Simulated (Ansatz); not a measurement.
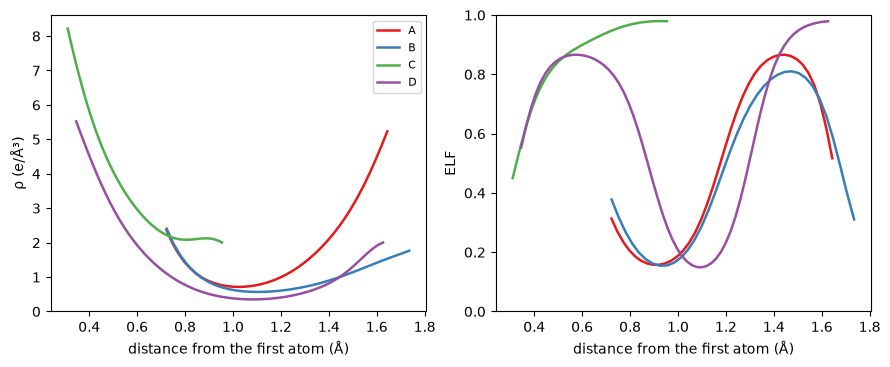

Cl$_{3}$HOSn···HF. Electron density and electron localisation function along straight lines between neighbouring atoms. The curves leave out the atomic cores.

Core potentials replace the inner electrons of Sn.

The calculation used RKS PBE0/def2-SVP in Ansatz.

```yaml
atoms:
  - { symbol: Sn, position_ang: [-0.0084, -0.1269, -0.0149] }
  - { symbol: O, position_ang: [-0.0895, -0.2095, 1.9746] }
  - { symbol: H, position_ang: [-0.6370, 0.4674, 2.3905] }
  - { symbol: Cl, position_ang: [2.0859, 0.3637, -0.8670] }
  - { symbol: Cl, position_ang: [-1.3124, 1.7806, -0.3846] }
  - { symbol: Cl, position_ang: [-1.1098, -1.8542, -1.0914] }
  - { symbol: F, position_ang: [1.2049, -1.9978, 1.1471] }
  - { symbol: H, position_ang: [0.8314, -1.5479, 1.9008] }
```

Which curve belongs to which contact (F–H, O–H, Sn–Cl and Sn–O)? The first atom named is at distance zero.

Answer. Curve A: Sn–O (1.99 Å): ρ at the midpoint is about 0.72 e/Å³; the ELF peaks at about 0.85 in the valence shell of O, 0.5 Å from its nucleus, and drops to about 0.15 between the two atoms. Curve B: Sn–Cl (2.31 Å): ρ is about 0.58 e/Å³ halfway; the ELF peaks at about 0.80 in the valence shell of Cl, 0.8 Å from its nucleus, and drops to about 0.15 between the two atoms. Curve C: F–H (0.95 Å): the density is about 4.4 e/Å³ at the midpoint; the ELF climbs to about 1 towards the hydrogen, as it does in any bond to H; a covalent bond by its length. Curve D: O2···H8 (1.63 Å): the density falls to about 0.35 e/Å³ on the way; the ELF dips to about 0.15 between them (a closed-shell contact with the geometry of a hydrogen bond).
